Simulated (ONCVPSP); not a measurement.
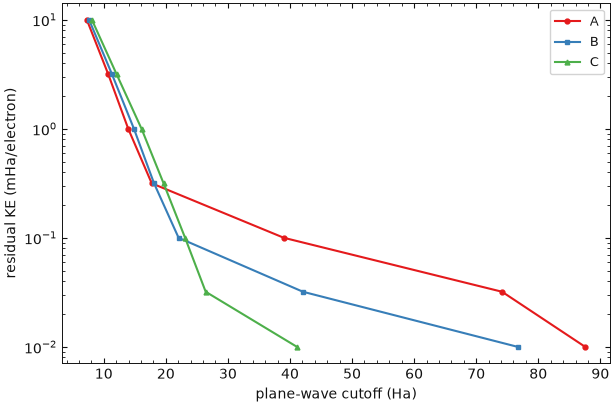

The residual kinetic energy of the 1s wave for 3 variants of one potential.

Base settings:

Input of ONCVPSP 4.0.1:

```
# ATOM AND REFERENCE CONFIGURATION
# atsym  z   nc   nv     iexc    psfile
  H 1.00    0    1        3      upf
#
#   n    l    f
    1    0    1.00
#
# PSEUDOPOTENTIAL AND OPTIMIZATION
# lmax
    1
#
#   l,   rc,      ep,       ncon, nbas, qcut
    0    1.05    0.00    3    6    7.50
    1    0.90    0.26    4    8    7.80
#
# LOCAL POTENTIAL
# lloc, lpopt,  rc(5),   dvloc0
    4    5    0.85    4.00
#
# VANDERBILT-KLEINMAN-BYLANDER PROJECTORs
# l, nproj, debl
    0    3    2.20
    1    2    3.50
#
# MODEL CORE CHARGE
# icmod, fcfact, rcfact
    0    0.00    0.00
#
# LOG DERIVATIVE ANALYSIS
# epsh1, epsh2, depsh
   -2.00    5.00    0.02
#
# OUTPUT GRID
# rlmax, drl
    6.00    0.01
#
# TEST CONFIGURATIONS
# ncnf
    1
# nvcnf
#   n    l    f
    1
    1    0    0.50
#
```

Command:
```bash
oncvpsp.x < H.dat > H.out
```

Functional and relativity: LDA (Perdew-Zunger), scalar-relativistic.

> Match the curves to these variants:
1. base
2. s: qcut 6.6; p: qcut 6.9
3. s: qcut 5.8

A = 3, B = 2, C = 1.

> What did the other tests of these runs give?

A: loose cutoff 14 Ha; bound ghosts flagged none. B: loose cutoff 15 Ha; bound ghosts flagged none. C: loose cutoff 16 Ha; bound ghosts flagged none. The loose cutoff is the first of the cutoffs at which the residual kinetic energy of the hardest occupied pseudo-wave falls to 1 and 0.1 mHa per electron.
